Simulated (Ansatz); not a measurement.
## What Pb → Ni does to Pb

The reference is Pb in the fcc (Cu type) structure (space group Fm-3m, No. 225; a = 4.9311 Å).

Modification: full substitution Pb → Ni, then cell and atoms are relaxed.

Method: Ansatz (a first-principles code), PBEsol, PAW, cutoff 420 eV, no SOC. k-mesh 23×23×23 (Γ-centred); smearing 0.05 eV (Fermi–Dirac), for the changed cell.

```tsv
quantity	base	changed	shift
volume per atom	29.98 Å³	10.38 Å³	-19.60 Å³
density	11.48 g/cm³	9.39 g/cm³	-2.09 g/cm³
lattice parameter a	4.931 Å	3.463 Å	-1.468 Å
band gap	zero	zero	–
magnetic state	not spin-polarised	ferromagnetic	–
largest site moment	0.00 μB	0.65 μB	+0.65 μB
```

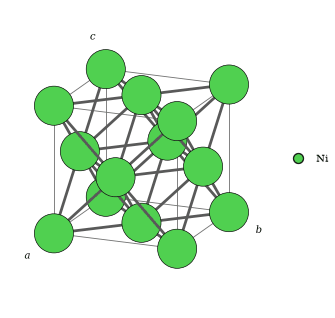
Figure. The relaxed conventional cell after the change

Other magnetic orders, which the real material may have, were not ruled out. No phonon test of stability was made.
